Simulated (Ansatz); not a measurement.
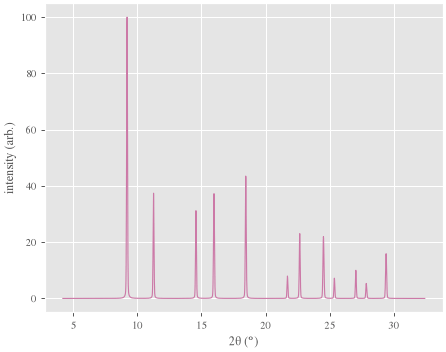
Figure: Simulated powder pattern, Ag Kα, λ = 0.560885 Å

The pattern belongs to a structure relaxed with PBE (plane waves, PAW; program Ansatz).

Question: Pick the material that matches.
A. BN, zinc blende
B. MoPt2, MoSi2 or CaC2 type
C. ZrO2, P2_1/c (Zr on 4e, O on 4e, O on 4e)
D. LaB2, MoSi2 or CaC2 type

Answer: D, LaB2, MoSi2 or CaC2 type

Space group I4/mmm (MoSi2 or CaC2 type). The start of the workflow was typed in or built on a structure type; neither database checked (COD, Materials Project) lists it. Whether it is the stable phase at ambient conditions was not checked. Symmetry was held in the PBE relaxation; whether a distortion lowers the energy is not shown. Its formation energy is positive at this level, so the cell may be metastable or incomplete. Scalar-relativistic: spin–orbit coupling is off unless named, which matters more the heavier the elements.

Potentials: the earlier of the program's two PAW sets.
